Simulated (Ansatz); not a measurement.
Consider CH3AlS (SMILES [CH3][Al+][S-]).

```tsv
atom	x (Å)	y (Å)	z (Å)
C	-1.0597	-0.6067	0.9450
Al	0.2983	0.6795	0.4283
S	1.7041	2.0107	-0.1065
H	-2.0448	-0.2834	0.6031
H	-1.0919	-0.7159	2.0307
H	-0.8485	-1.5845	0.5079
```

Geometry: B3LYP-D4/def2-TZVP.

The calculation used isolated molecule in a Gaussian basis; Kohn-Sham density functional theory, functional PBE0 in Ansatz.

Question: Predict the electron density and electron localisation function between the atoms.

Answer: C–Al (1.94 Å): ρ is about 0.72 e/Å³ halfway; the ELF peaks at about 0.95 between the atoms; a shared but strongly polarised pair.
Al–S (2.01 Å): the density is about 0.81 e/Å³ at the midpoint; the ELF peaks at about 0.80 in the valence shell of S, 0.9 Å from its nucleus, and is about 0.75 at the midpoint.
C–H (1.09 Å): the density is about 1.9 e/Å³ at the midpoint; the ELF climbs to about 1 towards the hydrogen, as it does in any bond to H (a covalent bond by its length).

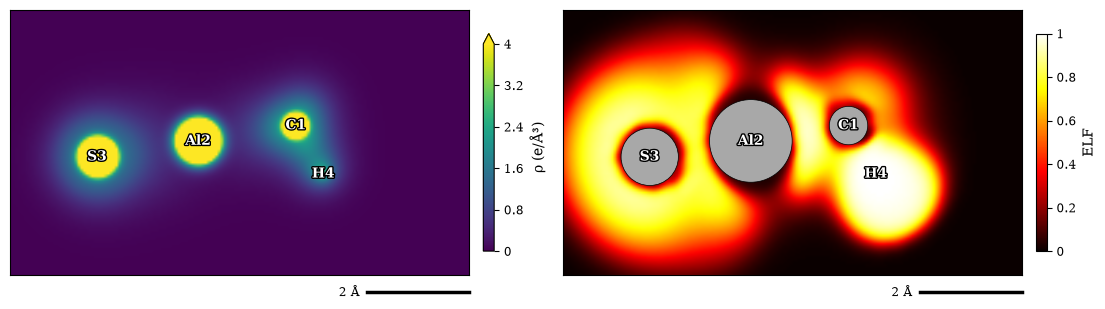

Computed electron density and electron localisation function on the plane of atoms Al2, C1 and H4, in this order. Grey discs cover the atomic cores in the ELF map. 
